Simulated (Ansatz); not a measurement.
**Molecular dynamics, with input and output: CH$_{5}$ClGe (part 1 of 4)**

- system: CH$_{5}$ClGe
- method: RKS PBE/def2-SVP (Ansatz 0.2.0)

It belongs to a series of runs on one base structure; here: dynamics from the start. Figures and captions count atoms from 1; the log counts them from 0 in places.

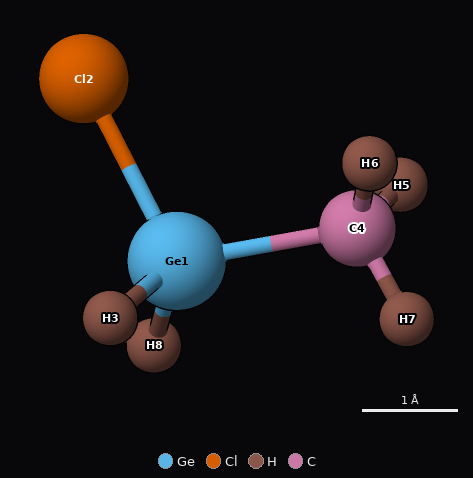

Figure 1. The structure as given in the input (ball-and-stick view, seen at a tilt; atoms are numbered from 1 in the order of the input). Sticks mark near contacts. Bond lengths as drawn: Cl–Ge 2.19 Å, C–Ge 1.96 Å, C–H 1.11 Å and Ge–H 1.55 Å.

## Input
```yaml
crystal:
  periodic: [false, false, false]
  atoms:
    - { symbol: Ge, position_ang: [0.023417, 0.013046, -0.032422] }
    - { symbol: Cl, position_ang: [-0.289134, -0.168565, 2.12825] }
    - { symbol: H, position_ang: [1.555668, 0.117683, -0.251734] }
    - { symbol: C, position_ang: [-0.923557, 1.610278, -0.650879] }
    - { symbol: H, position_ang: [-2.006902, 1.51232, -0.445658] }
    - { symbol: H, position_ang: [-0.537356, 2.506362, -0.127835] }
    - { symbol: H, position_ang: [-0.771941, 1.735067, -1.742334] }
    - { symbol: H, position_ang: [-0.535195, -1.28579, -0.670987] }
basis:
  gaussian: { orbitals: def2-SVP }
hamiltonian:
  xc: pbe
md:
  timestep: 0.5
  n_steps: 100
  ensemble: nvt_langevin
  temperature: 500.0
  initial_velocities: maxwell_boltzmann
  seed: 561824
  friction: 0.02
```

Run as:
```bash
ansatz run input.yaml --threads 1 --pin off --max-ram 2048MiB --backend cpu --events-out ev --progress --plain --runs-dir out
```

## What the program printed
```
Engine: ansatz 0.2.0, aarch64-unknown-linux-gnu
Functional definition: PBE
  parameter kappa = 0.804
  parameter beta = 0.06672455060314922
  exchange = pbe_x(kappa = kappa, mu = beta*pi^2/3)
  correlation = pbe_c(beta = beta)
994 factors; their error is unknown
mean field evaluation 1: about -70126.5767 eV, gradient 5.5e1 eV
mean field evaluation 2: about -70116.0502 eV, gradient 7.8e1 eV
mean field evaluation 4: about -70133.3317 eV, gradient 3.2e0 eV
mean field evaluation 8: about -70133.3544 eV, gradient 3.8e-2 eV
mean field evaluation 16: about -70133.2988 eV, gradient 1.8e-5 eV
mean field -70133.29882937 eV, -2577.3511939218 hartree, gradient 1.8e-5 eV, S^2 0.000000; 0 other end points of the search recorded, 0 dependent functions left out
the calculation of the forces begins
reference -70133.29886242 eV, -2577.3511951366 hartree; 30, 30 occupied and 59, 59 virtual orbitals, 994 factors
md step     0: t =     0.00 fs  T =   437.5 K  F+E_penalty+E_count = -70133.29882937 eV  E_kin = 0.452410 eV  (25 SCF iters)
these checks for a lower state are left out or cut short: starts, cluster_reference, orbital_swaps, neighbouring_geometries, increment
994 factors; their error is unknown
mean field -70133.28742574 eV, -2577.3507748464 hartree, gradient 1.4e-5 eV, S^2 0.000000; 0 other end points of the search recorded, 0 dependent functions left out
the calculation of the forces begins
reference -70133.28745879 eV, -2577.3507760608 hartree; 30, 30 occupied and 59, 59 virtual orbitals, 994 factors
md step     1: t =     0.50 fs  T =   444.8 K  F+E_penalty+E_count = -70133.28742574 eV  E_kin = 0.459962 eV  (27 SCF iters)
[... from here on the SCF iterations and repeated set-up lines of each step are left out, up to the last step ...]
md step     2: t =     1.00 fs  T =   427.2 K  F+E_penalty+E_count = -70133.25468076 eV  E_kin = 0.441790 eV  (27 SCF iters)
md step     3: t =     1.50 fs  T =   368.0 K  F+E_penalty+E_count = -70133.20932576 eV  E_kin = 0.380577 eV  (27 SCF iters)
md step     4: t =     2.00 fs  T =   291.6 K  F+E_penalty+E_count = -70133.16431551 eV  E_kin = 0.301510 eV  (27 SCF iters)
md step     5: t =     2.50 fs  T =   255.9 K  F+E_penalty+E_count = -70133.13428621 eV  E_kin = 0.264629 eV  (27 SCF iters)
md step     6: t =     3.00 fs  T =   239.2 K  F+E_penalty+E_count = -70133.12677179 eV  E_kin = 0.247382 eV  (27 SCF iters)
md step     7: t =     3.50 fs  T =   243.0 K  F+E_penalty+E_count = -70133.13822429 eV  E_kin = 0.251269 eV  (28 SCF iters)
md step     8: t =     4.00 fs  T =   260.9 K  F+E_penalty+E_count = -70133.15942346 eV  E_kin = 0.269816 eV  (28 SCF iters)
md step     9: t =     4.50 fs  T =   237.3 K  F+E_penalty+E_count = -70133.17943900 eV  E_kin = 0.245411 eV  (28 SCF iters)
md step    10: t =     5.00 fs  T =   280.7 K  F+E_penalty+E_count = -70133.18843005 eV  E_kin = 0.290273 eV  (27 SCF iters)
md step    11: t =     5.50 fs  T =   288.3 K  F+E_penalty+E_count = -70133.18024875 eV  E_kin = 0.298130 eV  (27 SCF iters)
md step    12: t =     6.00 fs  T =   267.1 K  F+E_penalty+E_count = -70133.15351641 eV  E_kin = 0.276181 eV  (27 SCF iters)
md step    13: t =     6.50 fs  T =   241.1 K  F+E_penalty+E_count = -70133.11261676 eV  E_kin = 0.249305 eV  (28 SCF iters)
md step    14: t =     7.00 fs  T =   213.7 K  F+E_penalty+E_count = -70133.06725179 eV  E_kin = 0.221032 eV  (28 SCF iters)
md step    15: t =     7.50 fs  T =   210.7 K  F+E_penalty+E_count = -70133.02869357 eV  E_kin = 0.217844 eV  (28 SCF iters)
md step    16: t =     8.00 fs  T =   173.0 K  F+E_penalty+E_count = -70133.00301047 eV  E_kin = 0.178855 eV  (28 SCF iters)
md step    17: t =     8.50 fs  T =   157.5 K  F+E_penalty+E_count = -70132.99610907 eV  E_kin = 0.162863 eV  (28 SCF iters)
md step    18: t =     9.00 fs  T =   160.8 K  F+E_penalty+E_count = -70133.00863420 eV  E_kin = 0.166252 eV  (26 SCF iters)
md step    19: t =     9.50 fs  T =   168.0 K  F+E_penalty+E_count = -70133.03402646 eV  E_kin = 0.173706 eV  (27 SCF iters)
md step    20: t =    10.00 fs  T =   212.4 K  F+E_penalty+E_count = -70133.06761597 eV  E_kin = 0.219677 eV  (27 SCF iters)
md step    21: t =    10.50 fs  T =   220.5 K  F+E_penalty+E_count = -70133.09909381 eV  E_kin = 0.227993 eV  (27 SCF iters)
md step    22: t =    11.00 fs  T =   279.9 K  F+E_penalty+E_count = -70133.12181968 eV  E_kin = 0.289398 eV  (27 SCF iters)
md step    23: t =    11.50 fs  T =   288.4 K  F+E_penalty+E_count = -70133.12907874 eV  E_kin = 0.298210 eV  (27 SCF iters)
md step    24: t =    12.00 fs  T =   277.3 K  F+E_penalty+E_count = -70133.11719088 eV  E_kin = 0.286724 eV  (27 SCF iters)
md step    25: t =    12.50 fs  T =   269.4 K  F+E_penalty+E_count = -70133.09080968 eV  E_kin = 0.278584 eV  (27 SCF iters)
md step    26: t =    13.00 fs  T =   224.5 K  F+E_penalty+E_count = -70133.05755404 eV  E_kin = 0.232172 eV  (27 SCF iters)
md step    27: t =    13.50 fs  T =   190.9 K  F+E_penalty+E_count = -70133.02974190 eV  E_kin = 0.197444 eV  (27 SCF iters)
md step    28: t =    14.00 fs  T =   211.7 K  F+E_penalty+E_count = -70133.01635792 eV  E_kin = 0.218865 eV  (27 SCF iters)
md step    29: t =    14.50 fs  T =   234.7 K  F+E_penalty+E_count = -70133.02017273 eV  E_kin = 0.242724 eV  (27 SCF iters)
md step    30: t =    15.00 fs  T =   239.8 K  F+E_penalty+E_count = -70133.04156854 eV  E_kin = 0.247978 eV  (27 SCF iters)
md step    31: t =    15.50 fs  T =   302.4 K  F+E_penalty+E_count = -70133.07275107 eV  E_kin = 0.312658 eV  (27 SCF iters)
md step    32: t =    16.00 fs  T =   355.0 K  F+E_penalty+E_count = -70133.10144926 eV  E_kin = 0.367068 eV  (27 SCF iters)
md step    33: t =    16.50 fs  T =   373.1 K  F+E_penalty+E_count = -70133.12044473 eV  E_kin = 0.385817 eV  (27 SCF iters)
md step    34: t =    17.00 fs  T =   341.2 K  F+E_penalty+E_count = -70133.12313865 eV  E_kin = 0.352850 eV  (27 SCF iters)
md step    35: t =    17.50 fs  T =   365.6 K  F+E_penalty+E_count = -70133.10697919 eV  E_kin = 0.378057 eV  (27 SCF iters)
md step    36: t =    18.00 fs  T =   366.9 K  F+E_penalty+E_count = -70133.07205519 eV  E_kin = 0.379446 eV  (27 SCF iters)
md step    37: t =    18.50 fs  T =   323.0 K  F+E_penalty+E_count = -70133.02062941 eV  E_kin = 0.333982 eV  (27 SCF iters)
md step    38: t =    19.00 fs  T =   265.4 K  F+E_penalty+E_count = -70132.97119478 eV  E_kin = 0.274418 eV  (26 SCF iters)
md step    39: t =    19.50 fs  T =   246.8 K  F+E_penalty+E_count = -70132.94049215 eV  E_kin = 0.255213 eV  (28 SCF iters)
md step    40: t =    20.00 fs  T =   242.2 K  F+E_penalty+E_count = -70132.93548810 eV  E_kin = 0.250403 eV  (28 SCF iters)
md step    41: t =    20.50 fs  T =   255.2 K  F+E_penalty+E_count = -70132.96328103 eV  E_kin = 0.263865 eV  (28 SCF iters)
md step    42: t =    21.00 fs  T =   335.3 K  F+E_penalty+E_count = -70133.02287668 eV  E_kin = 0.346678 eV  (27 SCF iters)
md step    43: t =    21.50 fs  T =   423.9 K  F+E_penalty+E_count = -70133.09160202 eV  E_kin = 0.438379 eV  (27 SCF iters)
md step    44: t =    22.00 fs  T =   438.8 K  F+E_penalty+E_count = -70133.13836764 eV  E_kin = 0.453704 eV  (27 SCF iters)
md step    45: t =    22.50 fs  T =   419.6 K  F+E_penalty+E_count = -70133.14564261 eV  E_kin = 0.433913 eV  (27 SCF iters)
md step    46: t =    23.00 fs  T =   426.1 K  F+E_penalty+E_count = -70133.11299203 eV  E_kin = 0.440570 eV  (27 SCF iters)
md step    47: t =    23.50 fs  T =   375.8 K  F+E_penalty+E_count = -70133.05066318 eV  E_kin = 0.388594 eV  (27 SCF iters)
md step    48: t =    24.00 fs  T =   317.3 K  F+E_penalty+E_count = -70132.98494938 eV  E_kin = 0.328114 eV  (27 SCF iters)
md step    49: t =    24.50 fs  T =   238.3 K  F+E_penalty+E_count = -70132.93923711 eV  E_kin = 0.246370 eV  (27 SCF iters)
md step    50: t =    25.00 fs  T =   241.6 K  F+E_penalty+E_count = -70132.93171675 eV  E_kin = 0.249784 eV  (28 SCF iters)
md step    51: t =    25.50 fs  T =   292.3 K  F+E_penalty+E_count = -70132.95865517 eV  E_kin = 0.302232 eV  (28 SCF iters)
md step    52: t =    26.00 fs  T =   338.2 K  F+E_penalty+E_count = -70132.99831685 eV  E_kin = 0.349711 eV  (27 SCF iters)
md step    53: t =    26.50 fs  T =   358.7 K  F+E_penalty+E_count = -70133.03413399 eV  E_kin = 0.370945 eV  (27 SCF iters)
md step    54: t =    27.00 fs  T =   348.1 K  F+E_penalty+E_count = -70133.05900145 eV  E_kin = 0.359942 eV  (27 SCF iters)
md step    55: t =    27.50 fs  T =   348.0 K  F+E_penalty+E_count = -70133.07012982 eV  E_kin = 0.359820 eV  (27 SCF iters)
md step    56: t =    28.00 fs  T =   335.2 K  F+E_penalty+E_count = -70133.06063156 eV  E_kin = 0.346625 eV  (27 SCF iters)
md step    57: t =    28.50 fs  T =   325.1 K  F+E_penalty+E_count = -70133.02606200 eV  E_kin = 0.336142 eV  (27 SCF iters)
md step    58: t =    29.00 fs  T =   254.4 K  F+E_penalty+E_count = -70132.97227920 eV  E_kin = 0.263069 eV  (26 SCF iters)
md step    59: t =    29.50 fs  T =   197.2 K  F+E_penalty+E_count = -70132.91810912 eV  E_kin = 0.203951 eV  (28 SCF iters)
md step    60: t =    30.00 fs  T =   193.9 K  F+E_penalty+E_count = -70132.87894188 eV  E_kin = 0.200555 eV  (28 SCF iters)
md step    61: t =    30.50 fs  T =   216.7 K  F+E_penalty+E_count = -70132.86854414 eV  E_kin = 0.224093 eV  (28 SCF iters)
md step    62: t =    31.00 fs  T =   247.2 K  F+E_penalty+E_count = -70132.89868844 eV  E_kin = 0.255587 eV  (28 SCF iters)
md step    63: t =    31.50 fs  T =   319.9 K  F+E_penalty+E_count = -70132.95949866 eV  E_kin = 0.330796 eV  (28 SCF iters)
md step    64: t =    32.00 fs  T =   386.5 K  F+E_penalty+E_count = -70133.02256251 eV  E_kin = 0.399672 eV  (27 SCF iters)
md step    65: t =    32.50 fs  T =   432.9 K  F+E_penalty+E_count = -70133.06204520 eV  E_kin = 0.447672 eV  (27 SCF iters)
md step    66: t =    33.00 fs  T =   444.8 K  F+E_penalty+E_count = -70133.06113117 eV  E_kin = 0.459931 eV  (27 SCF iters)
md step    67: t =    33.50 fs  T =   400.6 K  F+E_penalty+E_count = -70133.02046205 eV  E_kin = 0.414230 eV  (27 SCF iters)
md step    68: t =    34.00 fs  T =   361.2 K  F+E_penalty+E_count = -70132.95613288 eV  E_kin = 0.373502 eV  (27 SCF iters)
md step    69: t =    34.50 fs  T =   292.1 K  F+E_penalty+E_count = -70132.88781980 eV  E_kin = 0.302042 eV  (27 SCF iters)
md step    70: t =    35.00 fs  T =   275.4 K  F+E_penalty+E_count = -70132.83848159 eV  E_kin = 0.284769 eV  (27 SCF iters)
md step    71: t =    35.50 fs  T =   274.1 K  F+E_penalty+E_count = -70132.82092739 eV  E_kin = 0.283438 eV  (28 SCF iters)
md step    72: t =    36.00 fs  T =   293.8 K  F+E_penalty+E_count = -70132.84131066 eV  E_kin = 0.303852 eV  (28 SCF iters)
md step    73: t =    36.50 fs  T =   354.7 K  F+E_penalty+E_count = -70132.88788003 eV  E_kin = 0.366811 eV  (28 SCF iters)
md step    74: t =    37.00 fs  T =   415.4 K  F+E_penalty+E_count = -70132.94744832 eV  E_kin = 0.429558 eV  (28 SCF iters)
md step    75: t =    37.50 fs  T =   447.1 K  F+E_penalty+E_count = -70133.00744968 eV  E_kin = 0.462297 eV  (27 SCF iters)
md step    76: t =    38.00 fs  T =   508.9 K  F+E_penalty+E_count = -70133.05327298 eV  E_kin = 0.526273 eV  (27 SCF iters)
md step    77: t =    38.50 fs  T =   533.9 K  F+E_penalty+E_count = -70133.07807581 eV  E_kin = 0.552056 eV  (26 SCF iters)
md step    78: t =    39.00 fs  T =   458.3 K  F+E_penalty+E_count = -70133.07739288 eV  E_kin = 0.473897 eV  (27 SCF iters)
md step    79: t =    39.50 fs  T =   433.8 K  F+E_penalty+E_count = -70133.05516314 eV  E_kin = 0.448635 eV  (27 SCF iters)
md step    80: t =    40.00 fs  T =   425.9 K  F+E_penalty+E_count = -70133.02272135 eV  E_kin = 0.440393 eV  (27 SCF iters)
md step    81: t =    40.50 fs  T =   414.8 K  F+E_penalty+E_count = -70132.98959804 eV  E_kin = 0.428925 eV  (27 SCF iters)
md step    82: t =    41.00 fs  T =   410.2 K  F+E_penalty+E_count = -70132.96228114 eV  E_kin = 0.424220 eV  (27 SCF iters)
md step    83: t =    41.50 fs  T =   376.9 K  F+E_penalty+E_count = -70132.95361106 eV  E_kin = 0.389744 eV  (27 SCF iters)
md step    84: t =    42.00 fs  T =   383.6 K  F+E_penalty+E_count = -70132.97413106 eV  E_kin = 0.396679 eV  (27 SCF iters)
md step    85: t =    42.50 fs  T =   462.1 K  F+E_penalty+E_count = -70133.02422054 eV  E_kin = 0.477812 eV  (27 SCF iters)
md step    86: t =    43.00 fs  T =   557.7 K  F+E_penalty+E_count = -70133.08676481 eV  E_kin = 0.576710 eV  (27 SCF iters)
md step    87: t =    43.50 fs  T =   615.5 K  F+E_penalty+E_count = -70133.14274269 eV  E_kin = 0.636425 eV  (27 SCF iters)
md step    88: t =    44.00 fs  T =   619.4 K  F+E_penalty+E_count = -70133.17177093 eV  E_kin = 0.640495 eV  (27 SCF iters)
md step    89: t =    44.50 fs  T =   605.5 K  F+E_penalty+E_count = -70133.15799096 eV  E_kin = 0.626169 eV  (27 SCF iters)
md step    90: t =    45.00 fs  T =   540.4 K  F+E_penalty+E_count = -70133.11073252 eV  E_kin = 0.558854 eV  (27 SCF iters)
md step    91: t =    45.50 fs  T =   500.6 K  F+E_penalty+E_count = -70133.05896984 eV  E_kin = 0.517628 eV  (27 SCF iters)
md step    92: t =    46.00 fs  T =   435.6 K  F+E_penalty+E_count = -70133.02443138 eV  E_kin = 0.450466 eV  (27 SCF iters)
md step    93: t =    46.50 fs  T =   421.1 K  F+E_penalty+E_count = -70133.01524401 eV  E_kin = 0.435436 eV  (27 SCF iters)
md step    94: t =    47.00 fs  T =   494.1 K  F+E_penalty+E_count = -70133.03679394 eV  E_kin = 0.510990 eV  (27 SCF iters)
md step    95: t =    47.50 fs  T =   516.3 K  F+E_penalty+E_count = -70133.08207586 eV  E_kin = 0.533877 eV  (27 SCF iters)
md step    96: t =    48.00 fs  T =   544.6 K  F+E_penalty+E_count = -70133.12724527 eV  E_kin = 0.563186 eV  (27 SCF iters)
md step    97: t =    48.50 fs  T =   542.1 K  F+E_penalty+E_count = -70133.15430111 eV  E_kin = 0.560622 eV  (26 SCF iters)
md step    98: t =    49.00 fs  T =   541.5 K  F+E_penalty+E_count = -70133.15683040 eV  E_kin = 0.559906 eV  (27 SCF iters)
md step    99: t =    49.50 fs  T =   542.5 K  F+E_penalty+E_count = -70133.13797098 eV  E_kin = 0.560983 eV  (27 SCF iters)
these checks for a lower state are left out or cut short: starts, cluster_reference, orbital_swaps, neighbouring_geometries, increment
994 factors; their error is unknown
mean field -70133.10264938 eV, -2577.3439844405 hartree, gradient 1.1e-5 eV, S^2 0.000000; 0 other end points of the search recorded, 0 dependent functions left out
the calculation of the forces begins
reference -70133.10268249 eV, -2577.3439856573 hartree; 30, 30 occupied and 59, 59 virtual orbitals, 994 factors
994 factors; their error is unknown
mean field -70133.10264938 eV, -2577.3439844405 hartree, gradient 1.1e-5 eV, S^2 0.000000; 1 other end points of the search recorded, 0 dependent functions left out
the calculation of the forces begins
reference -70133.10268249 eV, -2577.3439856573 hartree; 30, 30 occupied and 59, 59 virtual orbitals, 994 factors
md step   100: t =    50.00 fs  T =   526.6 K  F+E_penalty+E_count = -70133.10264938 eV  E_kin = 0.544562 eV  (26 SCF iters)
```

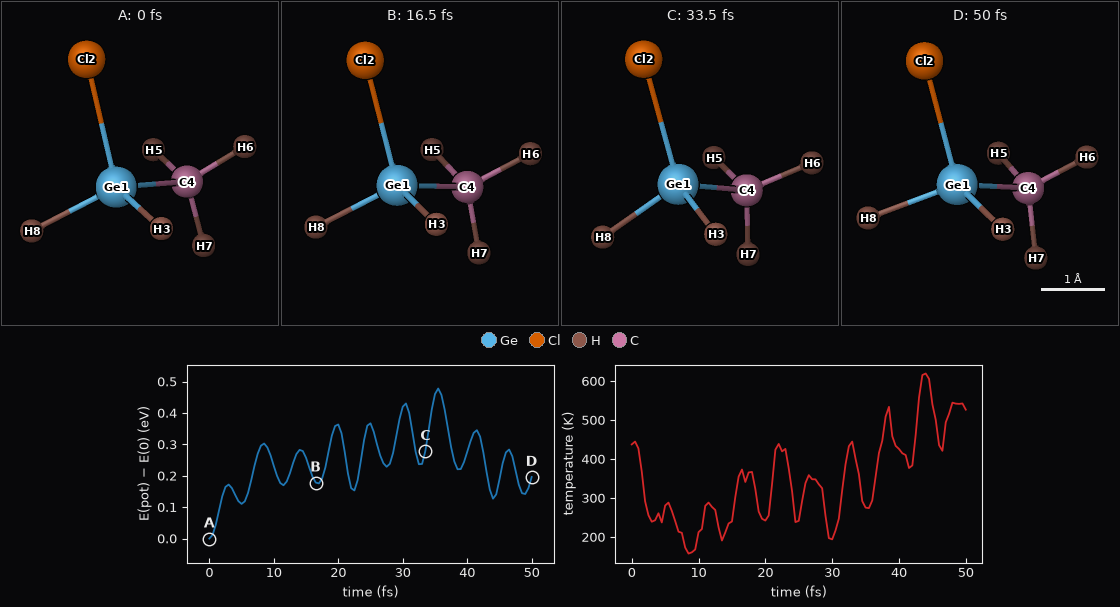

Figure 2. Frames of the molecular dynamics (ball-and-stick, seen at a tilt) above the curves, on which the letters mark them. The trajectory kept here has 101 frames over 50 fs. The temperature starts at 438 K, ranges from 157 to 619 K and averages 408 K over the second half. The potential energy ends 0.196 eV above its first value. After an unweighted best fit of the last frame on the first, the root-mean-square displacement is 0.11 Å, and Cl2 has moved furthest (0.19 Å).

```
Total energy: -70133.10268249 eV, -2577.3439856573 hartree
Atom 0 at     0.057869     0.088863    -0.061898 Å, force     0.292960    -0.030297    -0.352252 eV/Å
Atom 1 at    -0.278304    -0.177971     2.051064 Å, force    -0.024112     0.222782     0.716061 eV/Å
Atom 2 at     1.625924    -0.003249    -0.295765 Å, force    -0.522681     0.057635     0.024874 eV/Å
Atom 3 at    -0.653001     1.784033    -0.807185 Å, force    -0.773739    -0.832698    -0.019601 eV/Å
Atom 4 at    -1.785118     1.912044    -0.610001 Å, force     1.406203    -0.254703    -0.540391 eV/Å
Atom 5 at    -0.112517     2.594317    -0.302831 Å, force     0.173505     0.384389    -0.109116 eV/Å
Atom 6 at    -0.349062     1.673666    -1.897049 Å, force    -0.557805     0.523393     0.716282 eV/Å
Atom 7 at    -0.678590    -1.171165    -0.555757 Å, force     0.005669    -0.070501    -0.435856 eV/Å
Dipole moment:    -0.005513     0.221479    -0.437758 e Å
```

## Trajectory as extended XYZ (Å, eV, eV/Å), 89 of the 101 frames kept, from step=0 to step=100
```
8
Properties=species:S:1:pos:R:3:forces:R:3 step=0 time_fs=0.0 energy=-70133.29883 temperature=437.5
Ge    0.0234    0.0130   -0.0324    0.0016  -0.0026   0.0025
Cl   -0.2891   -0.1686    2.1282   -0.0012   0.0016   0.0027
H     1.5557    0.1177   -0.2517    0.0007   0.0019  -0.0008
C    -0.9236    1.6103   -0.6509   -0.0009   0.0073  -0.0063
H    -2.0069    1.5123   -0.4457    0.0079   0.0016  -0.0009
H    -0.5374    2.5064   -0.1278   -0.0039  -0.0107  -0.0065
H    -0.7719    1.7351   -1.7423   -0.0030  -0.0006   0.0131
H    -0.5352   -1.2858   -0.6710   -0.0014   0.0014  -0.0037
8
Properties=species:S:1:pos:R:3:forces:R:3 step=1 time_fs=0.5 energy=-70133.28743 temperature=444.8
Ge    0.0231    0.0135   -0.0314    0.0547   0.0353   0.0099
Cl   -0.2885   -0.1698    2.1276   -0.0186   0.0031   0.0345
H     1.5627    0.1197   -0.2335   -0.0922  -0.0159  -0.0283
C    -0.9234    1.6092   -0.6550    0.5629   0.3072   0.3610
H    -1.9936    1.5180   -0.4703   -0.5567  -0.0707   0.1927
H    -0.5374    2.5199   -0.1355   -0.1138  -0.2852  -0.1358
H    -0.7790    1.7310   -1.7347    0.1345   0.0376  -0.4168
H    -0.5491   -1.2800   -0.6676    0.0291  -0.0114  -0.0171
```
